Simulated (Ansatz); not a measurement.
# (InAs)1(ZnTe)2 [001] superlattice, started as zinc blende: phonons and vibrational spectra

Aim: the phonons of (InAs)1(ZnTe)2 [001] superlattice, started as zinc blende at a cell relaxed beforehand at this level.

Calculated with Ansatz 0.2.0; DFT LDA, scalar-relativistic, plane waves, PAW.

The structure was built from a prototype and need not be the compound's stable phase.

## Step 1: The structure

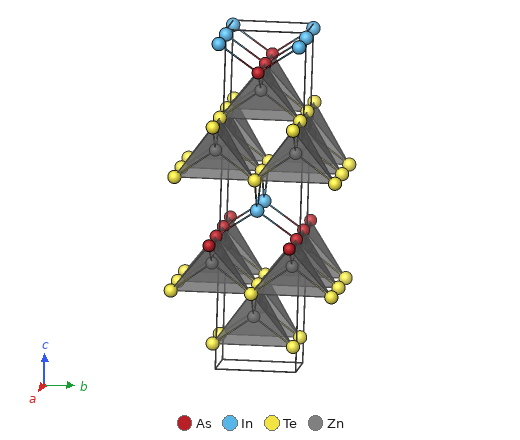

The starting structure, seen slightly off an axis (arsenic red, indium blue, tellurium yellow, zinc grey). 2×1×1 cells are drawn. This picture shows the conventional cell, with its axes. Some periodic images of atoms are drawn too.

## Step 2: Linear response at the zone centre

The cell comes from relaxations at this level that are not shown. The zone centre is the only wavevector solved here; it holds the modes that light can see, as far as symmetry allows. No field response is asked.

input.yaml reads:

```yaml
crystal:
  lattice:
    - [3.0092003267, 3.0092003267, 0.0]
    - [-2.9953891835, 2.9953891835, 0.0]
    - [3.0022947551, 0.0069055716, 9.0250487555]
  atoms:
    - { symbol: As, position: [0.4057862287, 0.0942137713, 0.1884275427] }
    - { symbol: In, position: [-0.0139013521, 0.0139013521, 0.0278027042] }
    - { symbol: Te, position: [0.7546327511, 0.7453672489, 0.4907344977] }
    - { symbol: Te, position: [0.0893268562, 0.4106731438, 0.8213462876] }
    - { symbol: Zn, position: [0.3406446377, 0.6593553623, 0.3187107247] }
    - { symbol: Zn, position: [0.6735108785, 0.3264891215, 0.6529782431] }
kpoints:
  mp_grid: { grid: [8, 8, 8] }
hamiltonian:
  xc: lda
scf:
  occupations: { method: fixed }
output:
  eigenvalues: true
phonons:
  method: dfpt
```

On the command line:

```
$ ansatz run input.yaml --threads 8 --pin off --max-ram 14336MiB --backend cpu --events-out ev --progress --plain --runs-dir out
```

Numbers of over 12 decimals in the logs are rounded to 6 here.

Output:

```text
Warning: crystal.symmetry: narrowed to the stabiliser of the run's FFT grids — unitary ops 4 → 1. A phonons.method: dfpt run fills in the rows of the dynamical matrix that it does not solve by its symmetry operations, which is exact only for operations that map its FFT grids onto themselves: filled in by any other, the frequencies could depend on the order in which like atoms are typed, or, by more than the grids' own error, on where the crystal sits among the grids' points. Excluded: 3 operations. The run can therefore solve more perturbations, solve them on more k-points, or both, and cost more. [rest of the remark cut]
Engine: ansatz 0.2.0, aarch64-unknown-linux-gnu
Pseudopotentials: kind: paw
Pseudopotential: As, paw, valence charge 15, recommended cutoff 420 eV (normal), As.paw.azcp
Pseudopotential: In, paw, valence charge 13, recommended cutoff 420 eV (normal), In.paw.azcp
Pseudopotential: Te, paw, valence charge 16, recommended cutoff 420 eV (normal), Te.paw.azcp
Pseudopotential: Zn, paw, valence charge 12, recommended cutoff 420 eV (normal), Zn.paw.azcp
Functional definition: SPW92
  exchange = slater_x
  correlation = pw_c
Crystal: 6 atoms, lattice volume = 162.699 Å³
Basis set: ecut = 420 eV, 3163 PW (Γ), exchange–correlation on 60×60×128 points (8 copies of the dense FFT grid, shifted against one another)
Bands: 51, of which v1, the nominal top of the filled ones, is band 42 counted from 1 (41 counted from 0)
Symmetry: 4 space group operations
k-points: 260 of 512 (irreducible under 1 space group operation, time reversal used)
Non-local potential: As, projectors of the file, l = 0: 2, l = 1: 2, l = 2: 3, l = 3: 1
Non-local potential: In, projectors of the file, l = 0: 2, l = 1: 2, l = 2: 2, l = 3: 2
Non-local potential: Te, projectors of the file, l = 0: 2, l = 1: 2, l = 2: 2, l = 3: 2
Non-local potential: Zn, projectors of the file, l = 0: 2, l = 1: 2, l = 2: 3, l = 3: 1
PAW form: soft (Blöchl's): semilocal exchange-correlation on the pseudo side does not see the compensation charge
PAW frozen core: As, regenerated for the run's functional, and the local potential with it (the file was generated under x = pbe(κ = 0.804, μ = 0.219515), c = pbe(β = 0.066725))
PAW frozen core: In, regenerated for the run's functional, and the local potential with it (the file was generated under x = pbe(κ = 0.804, μ = 0.219515), c = pbe(β = 0.066725))
PAW frozen core: Te, regenerated for the run's functional, and the local potential with it (the file was generated under x = pbe(κ = 0.804, μ = 0.219515), c = pbe(β = 0.066725))
PAW frozen core: Zn, regenerated for the run's functional, and the local potential with it (the file was generated under x = pbe(κ = 0.804, μ = 0.219515), c = pbe(β = 0.066725))
PAW one-centre angular grid: As, 590 points (default); XC on 64 Gauss nodes
PAW one-centre angular grid: In, 590 points (default); XC on 64 Gauss nodes
PAW one-centre angular grid: Te, 590 points (default); XC on 64 Gauss nodes
PAW one-centre angular grid: Zn, 590 points (default); XC on 64 Gauss nodes
Initial density: superposition of atomic densities (neutral atoms: chi_scale 0, normalization atom), corrected by the library's trained network
Initial wavefunctions: pseudopotential atomic-orbital guess
Functional: x = slater, c = lda
SCF iter   1: F=—  HF=-30379.568051 eV  |F-HF|=—  |Δ(HF+E_count)|=         —  Δρ=5.58e-3  dr2=3.28e-2  ethr=1.77e-3  ⟨swp⟩=5.2  Hψ=46675  notcnv=0  defer=1782
preconditioner: auto → Resta (q_TF=auto, 2.444 Å⁻¹)  ε∞=4.4  [insulator: Δε(μ)=0.586 eV  Ē_g=11.534 eV  n_scr=42 (ndim 8)  ℏωp=21.4 eV  f_vac=0.088  ε∞_Penn≈4.4]
SCF iter   2: F=—  HF=-30379.557403 eV  |F-HF|=—  |Δ(HF+E_count)|=   1.06e-2  Δρ=2.51e-3  dr2=7.05e-3  ethr=3.90e-5  ⟨swp⟩=2.0  Hψ=22889  notcnv=0  defer=1820
SCF iter   3: F=—  HF=-30379.556366 eV  |F-HF|=—  |Δ(HF+E_count)|=   1.04e-3  Δρ=1.32e-3  dr2=1.48e-3  ethr=8.39e-6  ⟨swp⟩=2.6  Hψ=20269  notcnv=0  defer=1820
SCF iter   4: F=—  HF=-30379.555811 eV  |F-HF|=—  |Δ(HF+E_count)|=   5.55e-4  Δρ=3.45e-4  dr2=1.67e-4  ethr=1.76e-6  ⟨swp⟩=2.0  Hψ=17920  notcnv=0  defer=1820
SCF iter   5: F=—  HF=-30379.555800 eV  |F-HF|=—  |Δ(HF+E_count)|=   1.09e-5  Δρ=1.16e-4  dr2=2.52e-5  ethr=1.99e-7  ⟨swp⟩=2.1  Hψ=22853  notcnv=0  defer=1070
SCF iter   6: F=—  HF=-30379.555804 eV  |F-HF|=—  |Δ(HF+E_count)|=   4.30e-6  Δρ=3.83e-5  dr2=4.01e-6  ethr=3.00e-8  ⟨swp⟩=2.0  Hψ=20355  notcnv=0  defer=851
SCF iter   7: F=—  HF=-30379.555804 eV  |F-HF|=—  |Δ(HF+E_count)|=   7.80e-8  Δρ=2.48e-5  dr2=7.69e-7  ethr=4.78e-9  ⟨swp⟩=2.0  Hψ=20780  notcnv=0  defer=826
SCF iter   8: F=—  HF=-30379.555804 eV  |F-HF|=—  |Δ(HF+E_count)|=   3.14e-7  Δρ=1.02e-5  dr2=1.60e-7  ethr=9.16e-10  ⟨swp⟩=2.0  Hψ=20780  notcnv=0  defer=826
SCF iter   9: F=—  HF=-30379.555804 eV  |F-HF|=—  |Δ(HF+E_count)|=   2.14e-8  Δρ=4.02e-6  dr2=2.72e-8  ethr=1.90e-10  ⟨swp⟩=2.0  Hψ=23374  notcnv=0  defer=826
SCF iter  10: F=—  HF=-30379.555804 eV  |F-HF|=—  |Δ(HF+E_count)|=   3.93e-9  Δρ=1.19e-6  dr2=2.68e-9  ethr=3.23e-11  ⟨swp⟩=2.0  Hψ=20780  notcnv=0  defer=826
SCF iter  11: F=—  HF=-30379.555804 eV  |F-HF|=—  |Δ(HF+E_count)|=   1.15e-9  Δρ=3.57e-7  dr2=2.62e-10  ethr=3.20e-12  ⟨swp⟩=2.0  Hψ=18997  notcnv=0  defer=826
SCF iter  12: F=-30379.555804 eV  HF=-30379.555804 eV  |F-HF|=3.64e-12  |Δ(HF+E_count)|=  8.00e-11  Δρ=8.77e-8  dr2=2.37e-11  ethr=1.00e-12  ⟨swp⟩=15.2  Hψ=86685  notcnv=0
SCF 1 converged in 12 iterations: F = -30379.555804 eV  dr2 = 2.37e-11
  greatest PAW one-centre occupation: 0.999 electrons in one spin orbital (limit 2), on the As atom at site 0 (counted from 0), in its partial waves of l = 2
DFPT response loops at Γ: preconditioner auto → Resta (q_TF=auto, 2.444 Å⁻¹)  ε∞=10.0 (no band partly filled); β = 1.00, the filter's whole step (`scf.mixing.beta` (0.50) is not read by the response loops at its default; to damp them type it under 1.00, their step now; it binds the ground state too); Broyden in place of MSR1
SCF converged after 12 iterations
Free energy (F): -30379.555804 eV
Harris-Foulkes:  -30379.555804 eV  (|F-HF|=3.64e-12)
Internal energy: -30379.555804 eV  (E = F + TS)
E sigma→0 (E₀):  -30379.555804 eV
Fermi energy:    7.536915 eV
--- Per-component energies (eV) ---
  E_band       = -847.714495
  E_kinetic    = 976.749506
  E_local      = -9868.243765  (includes V_loc(G=0)·N_el)
  E_nonlocal   = 327.453219
  E_hartree    = 4925.764084
  E_xc         = -812.276651
  E_vxc        = -498.797377  (∫ρ·V_xc dr)
  E_paw        = -18300.975002  (= ΣΔE_a)
  E_vpaw       = -1636.403021  (= ΣTr[D̂ρ^β])
  E_aug_tail   = -0.001081  (compensation charges beyond the density's cutoff)
  E_ewald      = -7634.857485
  E_core_change = 6.831372  (= ΣΔE_core)
  E_smearing   = -0.000000  (= −TS)
  E_closure    = 0.000000  (closes the sum)
  Σ components = -30379.555804   (vs F -30379.555804, Δ=0.00e0)
--- Band table (eV; the first three rows and the last of 260) ---
  k-point 0: bands = [... 38 lower, 5.7116, 7.3973, 7.4909, 7.5369, 8.1398, 9.5075, 9.5759, 10.1934, ... 5 higher]
  k-point 1: bands = [... 38 lower, 5.8355, 7.0488, 7.4228, 7.4696, 8.4720, 9.4324, 9.7103, 10.0689, ... 5 higher]
  k-point 2: bands = [... 38 lower, 6.0710, 6.4871, 7.2393, 7.2889, 8.9419, 9.4132, 9.8695, 9.9514, ... 5 higher]
  k-point 259: bands = [... 38 lower, 4.6579, 4.8729, 5.3771, 5.3834, 9.1972, 9.2306, 10.5803, 10.6522, ... 5 higher]
--- Phonons (Γ-DFPT): 18 representative perturbations + reference, on 260 of 512 k-points (Σ response iterations 70) ---
  ASR residual: 3.275e-4 → 0.000e0 eV/Å²; symmetrization residual: 1.988e-5 eV/Å²
  The last average, over the group as it would stand without the narrowing to the FFT grids, took up to 8.040e-5 eV/Å² of the zone centre's force constants
  ASR residual per site (eV/Å²): 1.58e-4 8.03e-5 3.28e-4 1.63e-4 9.60e-5 1.71e-4
  Γ frequencies (cm⁻¹): 0.00 0.00 0.00 45.17 48.17 55.00 57.39 114.41 130.70 145.39 168.05 175.45 186.39 188.13 196.89 212.64 234.42 243.31
  non-analytic LO–TO correction: not included (Born effective charges unavailable; polar crystals: no LO–TO splitting at Γ)
```

Elapsed: 8.4 min, on 8 threads of Arm Neoverse V2, shared host; peak memory 6.8 GiB; 63 min of CPU time.

Reading the cycles: dr2 is the Hartree energy of the density residual (eV), the measure of convergence; HF is the Harris–Foulkes estimate of the energy, which meets the free energy F at convergence.

Numbers from this step:

```
gap on the k-mesh                                       : 0.6029 eV
volume per atom                                         : 27.12 Å³
sum-rule residual before enforcement                    : 3.28e-4 eV/Å²
point group                                             : mm2
highest optical mode at the zone centre (no LO-TO term) : 243.3 cm⁻¹
lowest optical zone-centre mode                         : 45.17 cm⁻¹
```

Without the LO-TO term. Patterns of degenerate modes are one choice out of their space. Modes at Γ, with each element's share of the kinetic energy:

| mode | frequency (cm⁻¹) | symmetry | As % | In % | Te % | Zn % |
| --- | --- | --- | --- | --- | --- | --- |
| 1 | 0.0 | acoustic | 13 | 20 | 44 | 23 |
| 2 | 0.0 | acoustic | 13 | 20 | 44 | 23 |
| 3 | 0.0 | acoustic | 13 | 20 | 44 | 23 |
| 4 | 45.2 | B2 | 9 | 17 | 41 | 32 |
| 5 | 48.2 | B1 | 1 | 32 | 47 | 20 |
| 6 | 55.0 | B1 | 34 | 3 | 15 | 49 |
| 7 | 57.4 | B2 | 12 | 28 | 36 | 24 |
| 8 | 114.4 | A1 | 4 | 26 | 61 | 9 |
| 9 | 130.7 | A1 | 21 | 5 | 40 | 34 |
| 10 | 145.4 | B1 | 0 | 45 | 55 | 0 |
| 11 | 168.1 | B2 | 0 | 0 | 40 | 60 |
| 12 | 175.4 | B2 | 0 | 0 | 39 | 61 |
| 13 | 186.4 | A1 | 1 | 22 | 27 | 50 |
| 14 | 188.1 | A1 | 3 | 3 | 26 | 68 |
| 15 | 196.9 | B1 | 0 | 0 | 39 | 61 |
| 16 | 212.6 | A1 | 58 | 24 | 2 | 17 |
| 17 | 234.4 | B2 | 65 | 34 | 0 | 0 |
| 18 | 243.3 | B1 | 52 | 0 | 0 | 48 |

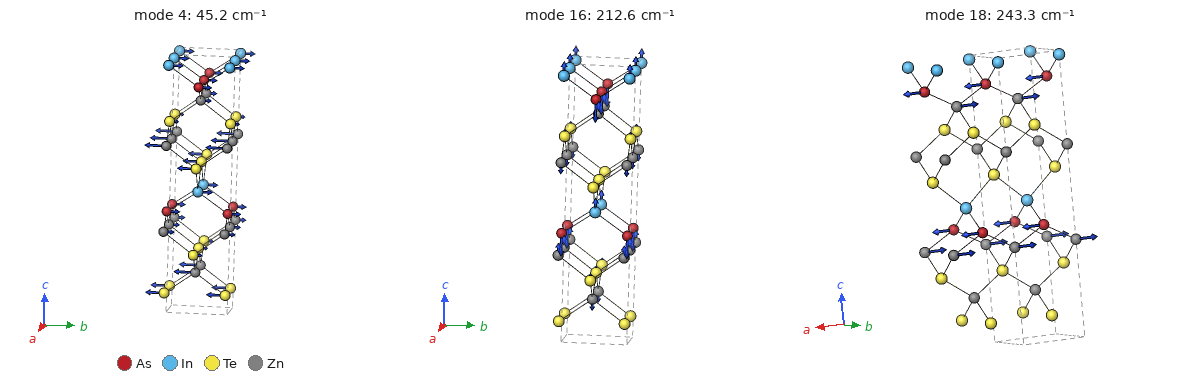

Displacement patterns of modes 4, 16 and 18 at Γ; arrows are exaggerated. 2×1×1 conventional cells are drawn. Some periodic images of atoms are drawn too.

Before it was imposed, the acoustic sum rule was missed by 3.3e-4 eV/Å². Small misses are needed for a sound result but don't prove that mesh and cutoff are converged. The lowest optical mode is real, 45.2 cm⁻¹.

## Step 3: Another isotope, element In, natural mass 114.818 amu

An isotope changes the mass and not the force constants, so no new electronic calculation is needed; the shifts show which modes move this element.

The same force constants with the mass of In changed from 114.818 to 112.904 u (phonopy, no LO-TO term). Both lists are sorted by frequency; levels can cross, so a row need not hold one and the same mode. Modes under 3 cm⁻¹ are left out. Isotope shifts, by row:

| q | rank | natural mass (cm⁻¹) | changed mass (cm⁻¹) |
| --- | --- | --- | --- |
| 0 0 0 | 4 | 45.17 | 45.24 |
| 0 0 0 | 5 | 48.17 | 48.3 |
| 0 0 0 | 6 | 55 | 55.01 |
| 0 0 0 | 7 | 57.39 | 57.53 |
| 0 0 0 | 8 | 114.4 | 114.7 |
| 0 0 0 | 9 | 130.7 | 130.8 |
| 0 0 0 | 10 | 145.4 | 145.9 |
| 0 0 0 | 11 | 168.1 | 168.1 |
| 0 0 0 | 12 | 175.4 | 175.4 |
| 0 0 0 | 13 | 186.4 | 186.7 |
| 0 0 0 | 14 | 188.1 | 188.2 |
| 0 0 0 | 15 | 196.9 | 196.9 |
| 0 0 0 | 16 | 212.6 | 213.1 |
| 0 0 0 | 17 | 234.4 | 235.1 |
| 0 0 0 | 18 | 243.3 | 243.3 |

A mode of this element alone would shift by +0.84 %. The highest zone-centre frequency without the field goes from 243.3 to 243.3 cm⁻¹ (+0.0 %). The product of the frequency ratios over all optical modes at Γ is 1.021; the product rule, (m/m′)^(3k/2) (M′/M)^(3/2) with k = 1 such atoms and M the mass of the cell, gives 1.020.

## Step 4: Another isotope, element Te, natural mass 127.6 amu

The same for Te, from 127.60 to 129.91 u.

The same force constants with the mass of Te changed from 127.600 to 129.906 u (phonopy, no LO-TO term). Both lists are sorted by frequency; levels can cross, so a row need not hold one and the same mode. Modes under 3 cm⁻¹ are left out. Isotope shifts, by row:

| q | rank | natural mass (cm⁻¹) | changed mass (cm⁻¹) |
| --- | --- | --- | --- |
| 0 0 0 | 4 | 45.17 | 45.01 |
| 0 0 0 | 5 | 48.17 | 47.97 |
| 0 0 0 | 6 | 55 | 54.92 |
| 0 0 0 | 7 | 57.39 | 57.21 |
| 0 0 0 | 8 | 114.4 | 113.8 |
| 0 0 0 | 9 | 130.7 | 130.2 |
| 0 0 0 | 10 | 145.4 | 144.7 |
| 0 0 0 | 11 | 168.1 | 167.4 |
| 0 0 0 | 12 | 175.4 | 174.8 |
| 0 0 0 | 13 | 186.4 | 185.9 |
| 0 0 0 | 14 | 188.1 | 187.7 |
| 0 0 0 | 15 | 196.9 | 196.2 |
| 0 0 0 | 16 | 212.6 | 212.6 |
| 0 0 0 | 17 | 234.4 | 234.4 |
| 0 0 0 | 18 | 243.3 | 243.3 |

A mode of this element alone would shift by -0.89 %. The highest zone-centre frequency without the field goes from 243.3 to 243.3 cm⁻¹ (+0.0 %). The product of the frequency ratios over all optical modes at Γ is 0.959; the product rule, (m/m′)^(3k/2) (M′/M)^(3/2) with k = 2 such atoms and M the mass of the cell, gives 0.959.

## Step 5: Isotope substitution, element Zn, natural mass 65.38 amu

The same for Zn, from 65.38 to 67.92 u.

The same force constants with the mass of Zn changed from 65.380 to 67.925 u (phonopy, no LO-TO term). Both lists are sorted by frequency; levels can cross, so a row need not hold one and the same mode. Modes under 3 cm⁻¹ are left out. Isotope shifts, by row:

| q | rank | natural mass (cm⁻¹) | changed mass (cm⁻¹) |
| --- | --- | --- | --- |
| 0 0 0 | 4 | 45.17 | 44.89 |
| 0 0 0 | 5 | 48.17 | 47.99 |
| 0 0 0 | 6 | 55 | 54.48 |
| 0 0 0 | 7 | 57.39 | 57.13 |
| 0 0 0 | 8 | 114.4 | 114.2 |
| 0 0 0 | 9 | 130.7 | 129.8 |
| 0 0 0 | 10 | 145.4 | 145.4 |
| 0 0 0 | 11 | 168.1 | 166.2 |
| 0 0 0 | 12 | 175.4 | 173.4 |
| 0 0 0 | 13 | 186.4 | 184.6 |
| 0 0 0 | 14 | 188.1 | 185.8 |
| 0 0 0 | 15 | 196.9 | 194.6 |
| 0 0 0 | 16 | 212.6 | 212 |
| 0 0 0 | 17 | 234.4 | 234.4 |
| 0 0 0 | 18 | 243.3 | 241.1 |

A mode of this element alone would shift by -1.89 %. The highest zone-centre frequency without the field goes from 243.3 to 241.1 cm⁻¹ (-0.9 %). The product of the frequency ratios over all optical modes at Γ is 0.904; the product rule, (m/m′)^(3k/2) (M′/M)^(3/2) with k = 2 such atoms and M the mass of the cell, gives 0.904.

## Step 6: What came out

| Property | Result |
| --- | --- |
| space group (within 0.01 Å) | Imm2 |
| volume per atom | 27.1 Å³ |
| gap on the k-mesh | 0.603 eV |
| highest optical mode at the zone centre (no LO-TO term) | 243 cm⁻¹ |
| lowest optical zone-centre mode | 45.2 cm⁻¹ |
| imaginary modes at Γ (the only wavevector solved) | none |

The structure is stable against zone-centre distortions, since no mode there is imaginary; other wavevectors were not solved, so zone-boundary instabilities are untested. Without the field, the optical modes at Γ span 45 to 243 cm⁻¹. No dispersion was computed. Spin-orbit coupling is left out, which can matter for the heavy elements here. The starting cell was built on a prototype and not taken from a measurement, so the phase need not exist. These are harmonic frequencies at zero temperature: anharmonic shifts, linewidths and thermal expansion are left out.

[Logs are printed without paths, hosts, clocks, repeated set-up lines and the standing remarks that a program may print on its own settings, such as how far it seeks lower states.]

[Hosts, paths, dates, database ids (printed as entryN), source tags and the programs' standing remarks are cut or masked in the printed files.]
